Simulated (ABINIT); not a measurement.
Band structure of HfBe2 (P6/mmm, 3 atoms in the cell).

```xyz
3
Lattice="3.7795 0.0000 0.0000 -1.8898 3.2731 0.0000 0.0000 0.0000 3.1700" Properties=species:S:1:pos:R:3 pbc="T T T"
Hf     0.0000     0.0000     0.0000
Be     0.0000     2.1821     1.5850
Be     1.8898     1.0910     1.5850
```

Computed with LDA (PW92), norm-conserving pseudopotentials (PseudoDojo nc-sr-04 LDA standard) (plane waves; ABINIT 10.0.3).

Settings: pseudos = [Hf.upf, Be.upf]; ecut = 44 Ha; occopt = 7; tsmear = 0.05 eV; ngkpt = 10 10 10; nshiftk = 1; shiftk = 0 0 0; potentials = PseudoDojo nc-sr-04 LDA standard; kptopt = 1; nstep = 80; tolvrs1 = 1e-12; ndtset = 2; getden2 = 1.

The starting cell comes from a database of computed structures (which also holds hypothetical and non-ambient phases and stackings), without a prior relaxation at this level. Spin-orbit coupling is off.

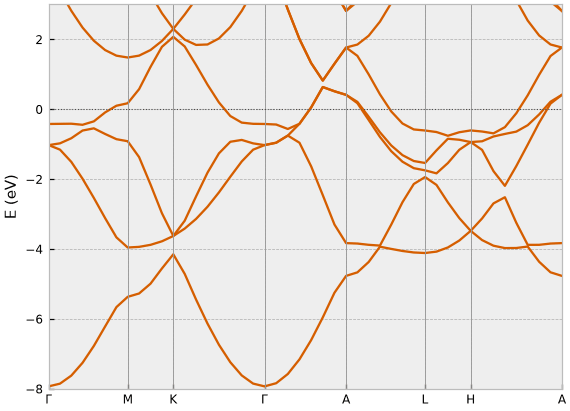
*Bands along the path, energies from the Fermi level.*

Levels in eV from the Fermi level, bands 7 to 14:
| point | 7 | 8 | 9 | 10 | 11 | 12 | 13 | 14 |
|---|---|---|---|---|---|---|---|---|
| Γ | -7.93 | -1.02 | -1.02 | -0.42 | 3.83 | 4.52 | 4.52 | 5.72 |
| M | -5.37 | -3.96 | -0.91 | 0.17 | 1.48 | 3.60 | 3.75 | 4.10 |
| K | -4.15 | -3.63 | -3.63 | 2.07 | 2.30 | 2.30 | 3.19 | 3.19 |
| A | -4.77 | -3.83 | 0.41 | 0.41 | 1.77 | 1.77 | 2.82 | 2.82 |
| L | -4.11 | -1.94 | -1.75 | -1.54 | -0.61 | 4.42 | 4.74 | 6.94 |
| H | -3.48 | -3.48 | -0.94 | -0.94 | -0.60 | 3.18 | 6.31 | 6.31 |

Bands cross the Fermi level along this path, so the cell is metallic at this level.
